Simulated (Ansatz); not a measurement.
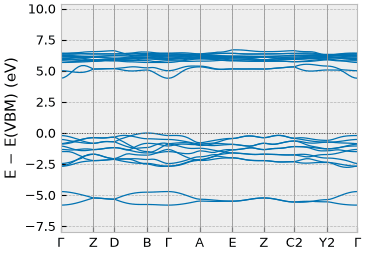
Figure: Band structure from the program Ansatz at the r²SCAN level (PAW)

Question: Read off the gap and where the band edges lie.

Answer: About 4.4 eV (4.40 eV by a search for the band edges); maximum at B, minimum at Γ.

The material is LaHO₂ in space group P2_1/m (No. 11; La on 2e, H on 2e, O on 2e, O on 2e).

The workflow started from a Materials Project entry (that database holds measured and hypothetical structures alike); the Crystallography Open Database copy checked does not list it. Its standing as an ambient phase is unchecked. Symmetry was held in the r²SCAN relaxation; its stability against distortions is not shown here. Spin–orbit coupling is left out wherever it is not named.

Potentials: the later of the program's two PAW sets.
